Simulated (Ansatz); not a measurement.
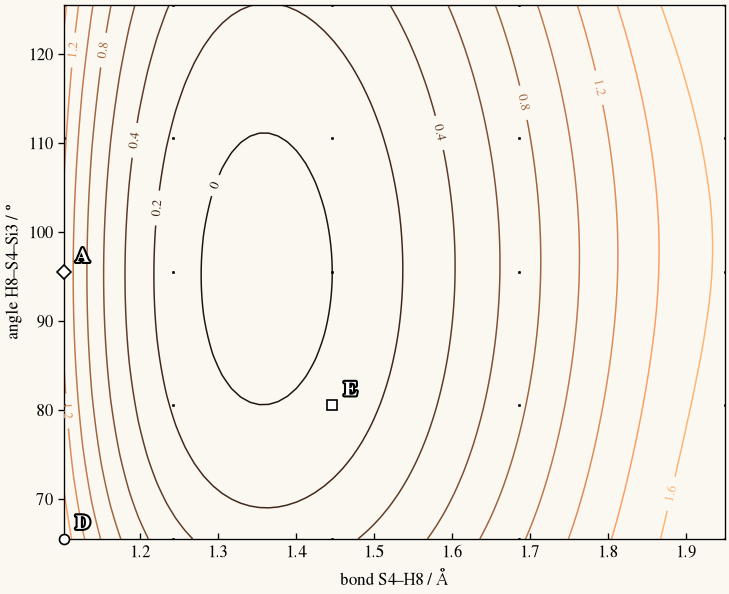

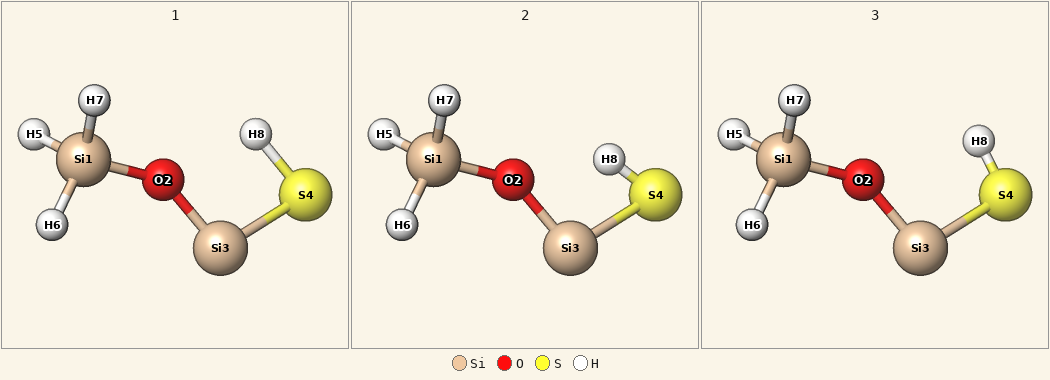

H₄OSSi₂, SMILES [SiH3]O[Si]S. Two internal coordinates are moved rigidly from the geometry relaxed at PBE0-D4/def2-TZVP, all others fixed. The first coordinate is: bond S4–H8; the second: angle H8–S4–Si3. The grid has 5 × 5 points. Points are written as (first, second). Energies: eV, counted from the lowest grid point. All numbers below come from Ansatz 0.2.0, RKS PBE-D4/def2-TZVPP.

Drawn: contour lines labelled in eV, dots at the grid points, lettered points. Between grid points the surface is interpolated. The numbered pictures are the structures at these points, in random order.

Which structure belongs to which point?

A is structure 3: (1.103 Å, 95.5°), 1.16 eV; D is structure 2: (1.103 Å, 65.5°), 1.53 eV; E is structure 1: (1.447 Å, 80.5°), 0.08 eV.
